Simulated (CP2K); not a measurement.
**InNH3SCl (SMILES [NH2][In]([SH])[Cl]): GFN1-xTB**

What is the energy difference between two shapes of InNH3SCl at GFN1-xTB? 

The calculation is run with CP2K 2026.2.

2 further runs of the same task are left out: 2 set aside as unsound or not needed.

### Step 1. The structure to begin with

The species is InNH3SCl (7 atoms), meant as a singlet with charge 0. As SMILES, `[NH2][In]([SH])[Cl]`. The shape comes from GFN2-xTB, which is rough for such elements, and wasn't checked as a minimum. This is one conformer, not always the lowest.

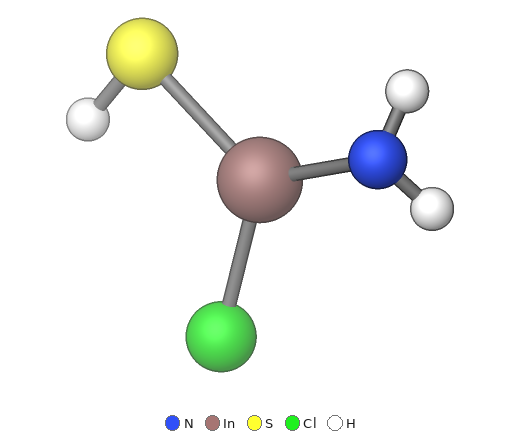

Viewed from a chosen angle; nitrogen blue, indium brown, sulfur yellow, chlorine green, hydrogen white.

### Step 2. Energy and forces at GFN1-xTB

molecule.inp reads:

```
&GLOBAL
   PROJECT_NAME molecule
   RUN_TYPE ENERGY_FORCE
   PRINT_LEVEL MEDIUM
&END GLOBAL

&FORCE_EVAL
   METHOD Quickstep
   &DFT
      CHARGE 0
      MULTIPLICITY 1
      ! Quickstep
      &QS
         METHOD XTB
         EPS_DEFAULT 1.0E-10
         &XTB
            GFN_TYPE 1
            CHECK_ATOMIC_CHARGES F
         &END XTB
      &END QS
      &POISSON
         PERIODIC NONE
         POISSON_SOLVER ANALYTIC
      &END POISSON
      ! self-consistent field
      &SCF
         SCF_GUESS ATOMIC
         EPS_SCF 1.0E-07
         MAX_SCF 150
         ADDED_MOS 4
         &DIAGONALIZATION
            ALGORITHM STANDARD
         &END DIAGONALIZATION
         &MIXING
            METHOD BROYDEN_MIXING
            ALPHA 0.4
            NBUFFER 8
         &END MIXING
         &SMEAR ON
            METHOD FERMI_DIRAC
            ELECTRONIC_TEMPERATURE [K] 300
         &END SMEAR
      &END SCF
      &PRINT
         &MOMENTS
            PERIODIC F
            REFERENCE COM
            MAX_MOMENT 1
         &END MOMENTS
         &MO ON
            ENERGIES T
            OCCUPATION_NUMBERS T
            NDIGITS 6
            &EACH
               QS_SCF 0
            &END EACH
            ADD_LAST NUMERIC
         &END MO
         &HIRSHFELD OFF
         &END HIRSHFELD
      &END PRINT
   &END DFT
   &SUBSYS
      ! box in angstrom
      &CELL
         ABC [angstrom] 13.9 14 12.7
         PERIODIC NONE
      &END CELL
      &COORD
         N     -0.862770     1.549370    -0.224200
         In     0.045440    -0.296840    -0.142330
         S      2.041250    -0.788900     1.128600
         Cl    -0.663580    -1.960270    -1.569480
         H     -0.802510     2.039730     0.664340
         H     -1.848650     1.463100    -0.457620
         H      2.090820    -2.006190     0.600680
      &END COORD
      &TOPOLOGY
         &CENTER_COORDINATES
         &END CENTER_COORDINATES
      &END TOPOLOGY
   &END SUBSYS
   ! extra output
   &PRINT
      &FORCES ON
      &END FORCES
   &END PRINT
&END FORCE_EVAL
```

Started as:

```console
$ OMP_NUM_THREADS=1 cp2k.psmp -i molecule.inp > molecule.out 2>&1
```

The log of the run:

```text
CP2K| version string:                                       CP2K version 2026.2
[...]
 GLOBAL| Method name                                                        CP2K
[...]
 GLOBAL| Run type                                                   ENERGY_FORCE
[...]
                             - Atoms:                                          7
[...]
                             - Spherical basis functions:                     37
[...]
 Number of electrons:                                                         24
[...]
     1 NoMix/Diag. 0.40E+00    0.0     0.88982678       -14.2775036741 -1.43E+01
[...]
    44 Broy./Diag. 0.40E+00    0.0     0.00000009       -14.3475675605 -9.56E-08
  *** SCF run converged in    44 steps ***
[...]
  Fermi energy:                                                -0.29264832001866
[...]
 TB_DIPOLE| Moment [Debye]         -0.05424548       0.76596963       1.72404277
 TB_DIPOLE| Derivative [a.u.]       0.00000000       0.00000000       0.00000000
[...]
 ENERGY| Total FORCE_EVAL ( QS ) energy [hartree]            -14.347567559075809
 FORCES| Atomic forces [hartree/bohr]
 FORCES|   Atom     x               y               z               |f|
 FORCES|      1 -5.68801116E-03  1.15992520E-02 -3.24273626E-03   1.33195892E-02
 FORCES|      2  9.95202615E-03  5.92458300E-03  1.74504226E-02   2.09442296E-02
 FORCES|      3 -2.59568692E-03 -1.64568509E-03 -3.90967896E-03   4.97307345E-03
 FORCES|      4 -5.83893549E-03 -1.31211306E-02 -1.27201943E-02   1.91849049E-02
 FORCES|      5 -7.18539309E-04 -2.83484804E-03 -1.35900511E-03   3.22483442E-03
 FORCES|      6  2.21019014E-03 -1.85638319E-05  1.73463176E-03   2.80966767E-03
 FORCES|      7  2.67895659E-03  9.63925057E-05  2.04656031E-03   3.37261161E-03
 FORCES| Sum     1.16660154E-16 -9.41494062E-17  2.73218947E-17
 FORCES| Total atomic force                                       1.52381718E-16
[...]
```

Run time: 0.32 s. Hardware: 1 thread of Arm Neoverse V2, shared host.

### Step 3. The distorted shape at the same level

job.inp reads:

```
&FORCE_EVAL
    METHOD QS
    &DFT
        # Quickstep
        &QS
            METHOD XTB
            EPS_DEFAULT 1.0E-10
            &XTB
                GFN_TYPE 1
                CHECK_ATOMIC_CHARGES F
            &END
        &END
        # no periodic images
        &POISSON
            PERIODIC NONE
            POISSON_SOLVER ANALYTIC
        &END
        # SCF settings
        &SCF
            SCF_GUESS ATOMIC
            EPS_SCF 1.0E-07
            MAX_SCF 150
            ADDED_MOS 4
            &DIAGONALIZATION
                ALGORITHM STANDARD
            &END
            &MIXING
                METHOD BROYDEN_MIXING
                ALPHA 0.4
                NBUFFER 8
            &END
            &SMEAR ON
                METHOD FERMI_DIRAC
                ELECTRONIC_TEMPERATURE [K] 300
            &END
        &END
        # extra output
        &PRINT
            &MOMENTS
                PERIODIC F
                REFERENCE COM
                MAX_MOMENT 1
            &END
            &MO ON
                ENERGIES T
                OCCUPATION_NUMBERS T
                NDIGITS 6
                &EACH
                    QS_SCF 0
                &END
                ADD_LAST NUMERIC
            &END
            &HIRSHFELD OFF
            &END
        &END
    &END
    # atoms, cell and kinds
    &SUBSYS
        &CELL
            ABC 13.9 14.1 12.6
            PERIODIC NONE
        &END
        &COORD
            N     -0.731734     1.468707    -0.198342
            In    -0.054503    -0.301252    -0.205496
            S      2.028102    -0.641506     1.205147
            Cl    -0.554185    -1.890282    -1.373957
            H     -0.876291     2.102178     0.640152
            H     -1.832310     1.545217    -0.324955
            H      2.082706    -2.041853     0.507081
        &END
        &TOPOLOGY
            &CENTER_COORDINATES
            &END
        &END
    &END
    &PRINT
        &FORCES ON
        &END
    &END
&END

&GLOBAL
    PROJECT job
    RUN_TYPE ENERGY_FORCE
    PRINT_LEVEL MEDIUM
&END
```

Started as:

```console
$ OMP_NUM_THREADS=1 cp2k.psmp -i job.inp > job.out 2>&1
```

The log of the run:

```text
CP2K| version string:                                       CP2K version 2026.2
[...]
 GLOBAL| Method name                                                        CP2K
[...]
 GLOBAL| Run type                                                   ENERGY_FORCE
[...]
                             - Atoms:                                          7
[...]
                             - Spherical basis functions:                     37
[...]
 Number of electrons:                                                         24
[...]
     1 NoMix/Diag. 0.40E+00    0.0     0.61378223       -14.1550372275 -1.42E+01
[...]
    36 Broy./Diag. 0.40E+00    0.0     0.00000008       -14.2539442153 -2.05E-07
  *** SCF run converged in    36 steps ***
[...]
  Fermi energy:                                                -0.24201096123701
[...]
 TB_DIPOLE| Moment [Debye]         -1.80282324       0.46432452       0.23465145
 TB_DIPOLE| Derivative [a.u.]       0.00000000       0.00000000       0.00000000
[...]
 ENERGY| Total FORCE_EVAL ( QS ) energy [hartree]            -14.253944226902908
 FORCES| Atomic forces [hartree/bohr]
 FORCES|   Atom     x               y               z               |f|
 FORCES|      1 -1.07092557E-01  1.00953829E-01  1.86323159E-02   1.48349771E-01
 FORCES|      2  9.31922259E-02  7.79758088E-02  1.32388109E-01   1.79698718E-01
 FORCES|      3 -2.08687913E-02 -5.41350619E-02 -4.55444114E-02   7.37590997E-02
 FORCES|      4 -4.70064427E-02 -1.38574380E-01 -1.07752571E-01   1.81722538E-01
 FORCES|      5  3.45636850E-02 -2.17182234E-02 -1.14805441E-02   4.24043918E-02
 FORCES|      6  4.53744973E-02 -1.89156751E-02 -1.65080414E-02   5.18571423E-02
 FORCES|      7  1.83738273E-03  5.44137020E-02  3.02651424E-02   6.22912979E-02
 FORCES| Sum    -7.80625564E-18  1.38777878E-16  5.20417043E-17
 FORCES| Total atomic force                                       1.48420268E-16
[...]
```

Wall time 0.3 s (1 thread of Arm Neoverse V2, shared host).

### Step 4. Outcome

Level: GFN1-xTB.

| quantity | value |
| --- | --- |
| first shape: total energy | -14.34757 Eh |
| first shape: dipole moment (from atomic charges alone) | 1.89 D |
| first shape: HOMO energy | -10.81 eV |
| first shape: LUMO energy | -7.07 eV |
| first shape: HOMO–LUMO gap | 3.74 eV |
| first shape: dispersion energy | -6.51 kJ/mol |
| first shape: largest force on an atom | 1.077 eV/Å |
| distorted shape: total energy | -14.25394 Eh |
| distorted shape: dipole moment (from atomic charges alone) | 1.88 D |
| distorted shape: HOMO energy | -10.36 eV |
| distorted shape: LUMO energy | -5.69 eV |
| distorted shape: HOMO–LUMO gap | 4.67 eV |
| distorted shape: dispersion energy | -6.68 kJ/mol |
| distorted shape: largest force on an atom | 9.345 eV/Å |
| energy change with the atoms displaced | 2.548 eV |

**Reading.** With the atoms displaced the energy rises by 2.55 eV (246 kJ/mol). The first shape isn't relaxed at this level, so the change isn't measured from a minimum. The largest force (first shape) is 1.08 eV/Å: the shape isn't a stationary point for this species at this level. The dipole (first shape) comes from point charges on the atoms alone, without atomic dipoles, so it is partial. The dipole (distorted shape) comes from point charges on the atoms alone, without atomic dipoles, so it is partial.
